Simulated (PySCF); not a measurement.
## Run report: C$_{4}$H$_{7}$OSi, EPR calculation

The run: EPR calculation of C$_{4}$H$_{7}$OSi, multiplicity 2. Method and program: UKS B3LYP, pcH-1 on C H O Si, non-relativistic, mean-field spin-orbit, GIAO (PySCF 2.14.0).

It belongs to a series of runs on one base structure; here: H removed from Si.

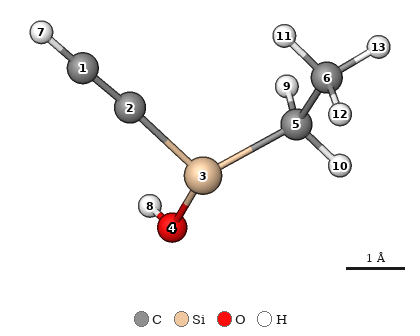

The structure as given in the input (ball-and-stick view, seen at a tilt; atoms are numbered from 1 in the order of the input).

### Input
```
{"job": {"kind": "epr", "basis": "pcH-1"}, "charge": 0, "multiplicity": 2}
C      1.909969    -1.903730    -1.356821
C      1.511144    -0.862057    -0.896350
Si     1.007520     0.634861     0.051287
O      1.725553     1.988700    -0.509483
C     -0.889877     0.795611     0.118228
C     -1.565894    -0.448780     0.676442
H      2.238249    -2.797802    -1.803972
H      1.703317     2.242600    -1.432471
H     -1.262708     0.979665    -0.894634
H     -1.175108     1.663239     0.715790
H     -1.297188    -1.325480     0.090920
H     -1.259484    -0.623741     1.705392
H     -2.649881    -0.342599     0.656698
```

The first line tells a small driver script what to run in PySCF; the rest is the geometry in Å.

Command:
```bash
OMP_NUM_THREADS=1 python <driver script> task.json out
```

### Log
```
UKS, coarse grid
  cycle   1  E = -521.17143111  |g| = 6.41e-01
  cycle   2  E = -520.96777907  |g| = 9.78e-01
  cycle   3  E = -521.32498006  |g| = 1.25e-01
  cycle   4  E = -521.33124520  |g| = 4.20e-02
  cycle   5  E = -521.33202891  |g| = 1.53e-02
  cycle   6  E = -521.33211328  |g| = 9.08e-03
  cycle   7  E = -521.33215544  |g| = 1.89e-03
  cycle   8  E = -521.33215765  |g| = 7.68e-04
UKS, final grid
  cycle   1  E = -521.33213070  |g| = 1.01e-03
  cycle   2  E = -521.33212990  |g| = 1.66e-03
  cycle   3  E = -521.33213130  |g| = 3.86e-04
  cycle   4  E = -521.33213139  |g| = 1.02e-04
  cycle   5  E = -521.33213143  |g| = 7.51e-05
  cycle   6  E = -521.33213143  |g| = 2.17e-05
E = -521.33213143 Eh   <S^2> = 0.7532 (exact 0.7500)
g shifts (ppm)      1          2          3
  rmc          -158       -158       -158
  gc             38         10         86
  oz_so       -1104        -87        703
  total       -1224       -235        631
hyperfine (MHz)  atom isotope    a_iso     a_fc   dipolar eigenvalues
    0   13C      15.49      15.56    -11.30    -10.63     21.93
    1   13C      49.34      49.33     -9.37     -1.46     10.83
    2  29Si    -678.51    -679.55   -151.33     74.88     76.45
    3   17O     -86.17     -86.12     -8.21      3.48      4.73
    4   13C      55.15      55.15     -7.48     -6.93     14.42
    5   13C      -1.06      -1.06     -0.68     -0.25      0.93
    6    1H     -10.36     -10.35     -6.04     -0.81      6.84
    7    1H      57.13      57.12     -3.52     -3.03      6.55
    8    1H      45.03      45.03     -5.07      0.18      4.89
    9    1H      -1.85      -1.85     -5.46     -2.62      8.08
   10    1H       0.18       0.17     -2.05     -1.46      3.51
   11    1H      -0.39      -0.39     -2.86     -1.97      4.83
   12    1H       0.48       0.48     -1.55     -0.78      2.33
```

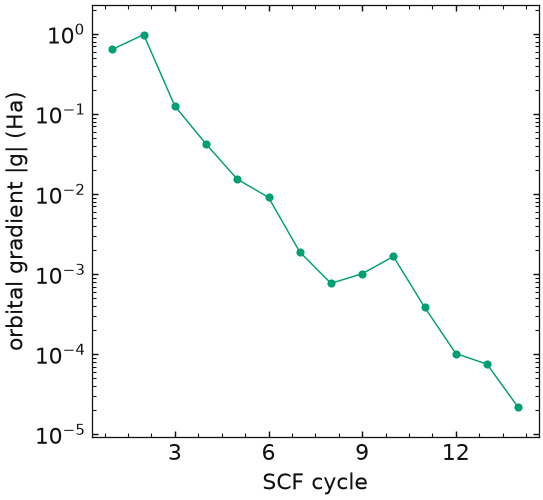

Convergence of the self-consistent field: orbital gradient |g| against the SCF cycle. All cycles printed in the log are drawn one after another.

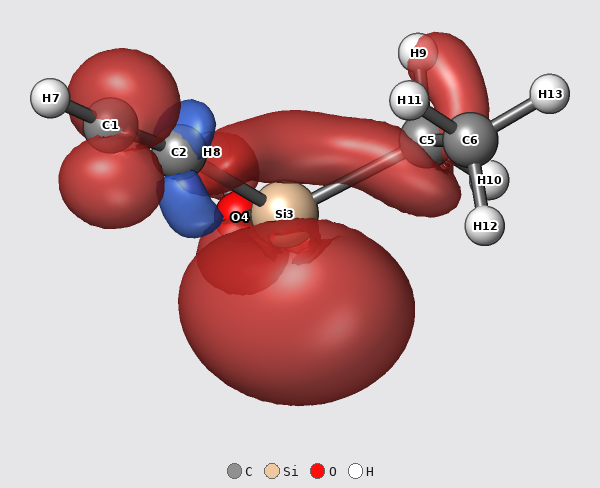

Isosurfaces of the spin density (α minus β) at +0.015 (red) and −0.015 e/Å³ (blue), seen from the side. The unpaired spin (1 electron) lies mostly on Si3 (about 0.7), C1 (about 0.1) and C5 (about 0.1), in electrons by Hirshfeld's partition.

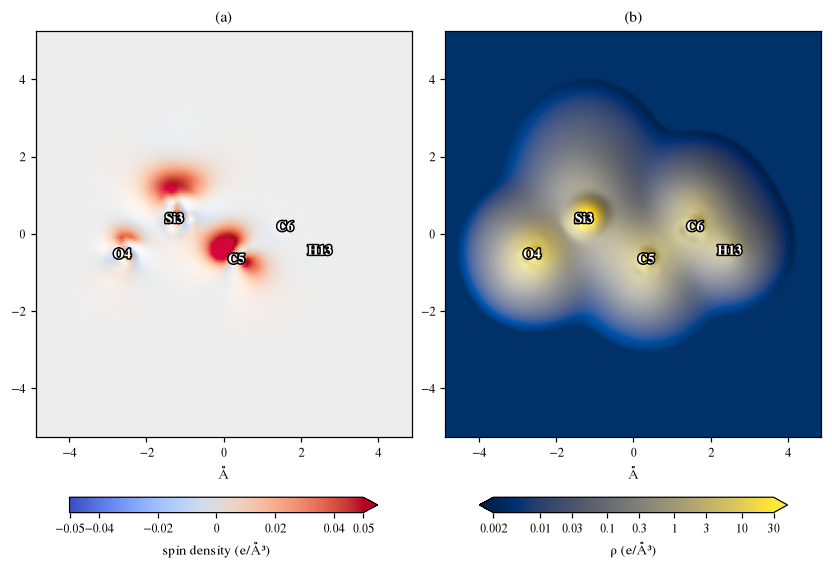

(a) spin density; (b) total electron density on the plane of atoms O4, Si3 and C5. The section cuts through Si, O, C and H sites. The unpaired spin (1 electron) lies mostly on Si3 (about 0.7), C1 (about 0.1) and C5 (about 0.1), in electrons by Hirshfeld's partition.

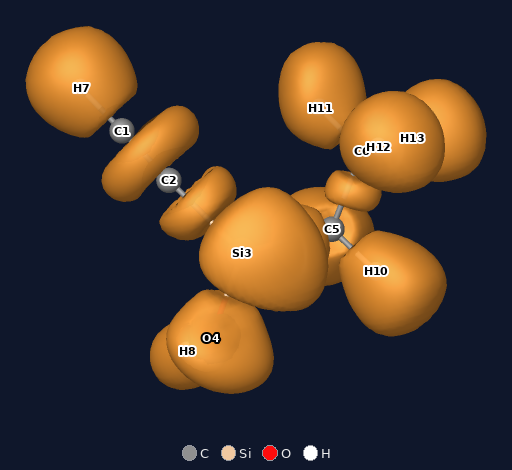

Isosurface of the ELF at 0.75 (orange), seen face on. Core shells and regions of very low density are left out. Profiles from the grid: C–C (1.21 Å): the ELF peaks at about 0.90 between the atoms (a double or triple bond).

### Results in brief

```json
{"quantity": "outcome", "value": "converged"}
{"quantity": "total energy", "value": "−521.332131 hartree"}
{"quantity": "⟨S²⟩", "value": "0.753"}
{"quantity": "isotropic g", "value": "2.0020"}
{"quantity": "hardware", "value": "1 CPU thread, shared host"}
{"quantity": "wall time", "value": "50 s"}
{"quantity": "peak memory", "value": "0.87 GiB"}
```
